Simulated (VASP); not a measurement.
Here is the system:

```xyz
2
Lattice="2.7812 0.0000 0.0000 0.0000 2.7812 0.0000 0.0000 0.0000 2.7812" Properties=species:S:1:pos:R:3 pbc="T T T"
Hf     0.0000     0.0000     0.0000
N      1.3906     1.3906     1.3906
```

Calculation: PBEsol GGA, VASP's PBE PAW potentials (set 64) (plane waves; VASP). Numerical set-up: 520 eV cut-off, 15×15×15 Γ-centred mesh, tetrahedra with Blöchl corrections, potentials Hf_pv N.

Unless said otherwise, spin-orbit coupling is left out, though it shifts the bands of the heavy elements here.

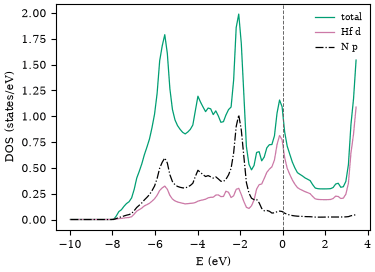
Total and projected density of states, zero at the Fermi level

Within 2 eV below the Fermi level the largest weight inside VASP's projection spheres is Hf d, then N p.

It has no gap at this level: it comes out as a metal or semimetal.

The structure was generated: HfN was put into the CsCl type (Pm-3m), which need not be its known phase. It was relaxed first, which changed the volume by -28 %. The electron count is odd and the run is not spin-polarised, which forces a metal.
